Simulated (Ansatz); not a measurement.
MnCo₂

```yaml
crystal:
  lattice:
    - [2.92782, 0.00000, 0.00000]
    - [-1.46391, 2.53557, 0.00000]
    - [0.00000, 0.00000, 4.61841]
  atoms:
    - { symbol: Mn, position: [0.00000, 0.00000, 0.50000] }
    - { symbol: Co, position: [0.66667, 0.33333, 0.18943] }
    - { symbol: Co, position: [0.33333, 0.66667, 0.81057] }
```

Space group P-3m1; built by placing these elements on a known structure type; computed pressure about 7 GPa in this cell; the SCF solution may not be the lowest one; the program warned that a starting moment wasn't kept.

Theory: DFT, PAW plane waves, PBE, spin-orbit (Ansatz).

Q: What will maps of the valence pseudo-density and electron localisation function show?

A: Mn–Co (2.22 Å): the density is about 0.55 e/Å³ at the midpoint; the ELF is about 0.25 at the midpoint (no localised pair shows between them).
Co–Co (2.43 Å): ρ is about 0.34 e/Å³ halfway; the ELF is about 0.25 at the midpoint (no localised pair shows between them).
Bader's partition of the density gives Mn +0.31 and Co −0.16 e.

Q: Which way does charge flow, and how much by Bader's partition?

A: Electrons move from Mn towards Co. Bader charges: Mn +0.31 and Co −0.16 e.

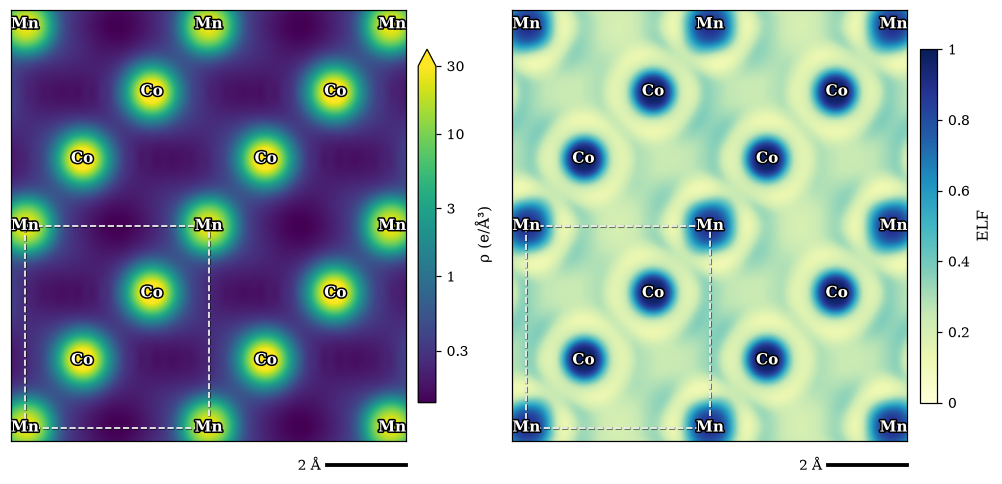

Computed valence pseudo-density and electron localisation function on the (110) plane of the conventional cell, in this order. 

The density is the valence pseudo-density of a PAW calculation; it isn't the true density close to the nuclei.
